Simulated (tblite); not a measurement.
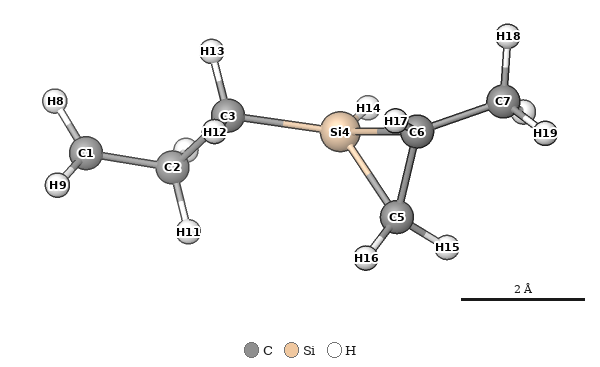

Figure 1. The input geometry (ball-and-stick view, seen at a tilt; atoms are numbered from 1 in the order of the input).

**Frequency calculation of C$_{6}$H$_{13}$Si**

C$_{6}$H$_{13}$Si, multiplicity 2, computed with GFN2-xTB harmonic vibrations, gas phase (tblite 0.8.0).

It belongs to a series of runs on one base structure; here: H added to sp2 C.

Input
```
{"job": {"kind": "ir", "xc": "GFN2-xTB", "basis": "xTB"}, "charge": 0, "multiplicity": 2}
C      3.676666     0.495297     0.491161
C      2.495818    -0.006972    -0.220298
C      1.246735     0.039415     0.701375
Si    -0.304620    -0.602304    -0.170064
C     -1.366196     0.587744    -1.172449
C     -1.985414     0.190329     0.180604
C     -3.264012    -0.606634     0.136170
H      4.231086    -0.151249     1.144796
H      3.857752     1.551024     0.559868
H      2.644294    -1.042583    -0.534849
H      2.289132     0.600106    -1.104518
H      1.095998     1.067230     1.033673
H      1.457089    -0.552725     1.592946
H     -0.272787    -1.996470    -0.592372
H     -1.903594     0.234977    -2.041650
H     -1.088480     1.627663    -1.279656
H     -2.040040     1.000482     0.901025
H     -3.490302    -1.032419     1.111988
H     -4.101278     0.026975    -0.159042
H     -3.182993    -1.419209    -0.581745
```

The first line tells a small driver script what to run in tblite; the rest is the geometry in Å.

Command:
```bash
OMP_NUM_THREADS=1 python <driver script> task.json out
```

What the program printed
```
mode    cm-1     km/mol
  1      39.4      0.42
  2      76.3      0.59
  3      78.2      0.61
  4     158.1      0.21
  5     166.2      1.77
  6     191.7      0.27
  7     219.9      2.97
  8     237.7      1.43
  9     317.2      6.70
 10     370.6      8.22
 11     490.1     58.57
 12     536.0     81.98
 13     608.6     89.94
 14     667.0     25.18
 15     681.8      3.56
 16     716.4     29.27
 17     739.2     51.23
 18     800.3     36.18
 19     815.5      2.65
 20     905.4     25.86
 21     934.9     37.90
 22     967.2      7.80
 23     973.6      3.89
 24     998.3     21.48
 25    1037.8      5.52
 26    1099.3     49.61
 27    1132.8      1.35
 28    1142.7      4.67
 29    1173.2      7.20
 30    1192.6      8.56
 31    1213.0      5.86
 32    1270.3      0.09
 33    1296.5      0.19
 34    1316.9      2.27
 35    1407.2      3.11
 36    1412.6      0.84
 37    1441.2      1.41
 38    1471.7      1.82
 39    1482.5      0.36
 40    1502.9      1.30
 41    1505.3      1.91
 42    2304.0    296.18
 43    2955.5     24.65
 44    2960.7     25.83
 45    2976.7     61.34
 46    2985.6     52.44
 47    2986.7     25.54
 48    3005.9     29.43
 49    3019.5     54.81
 50    3034.0     37.47
 51    3053.4     29.29
 52    3068.8     48.87
 53    3124.1     23.87
 54    3162.7     42.18
```

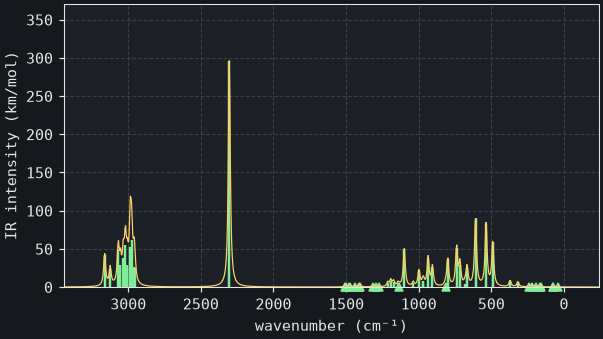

Figure 2. Harmonic infrared spectrum, unscaled: sticks (degenerate modes added up, dark ones marked on the axis) with a Lorentzian envelope of 16 cm⁻¹ full width, scaled to the tallest stick. 54 modes from 39 to 3163 cm⁻¹, none imaginary. The strongest line is at 2304 cm⁻¹ (296 km/mol).

Results in brief

| quantity | value |
| --- | --- |
| outcome | converged |
| total energy | −572.8595 eV |
| zero-point energy | 104.9670 kcal/mol |
| hardware | 1 CPU thread, shared host |
| wall time | 0.66 s |
| peak memory | 0.18 GiB |
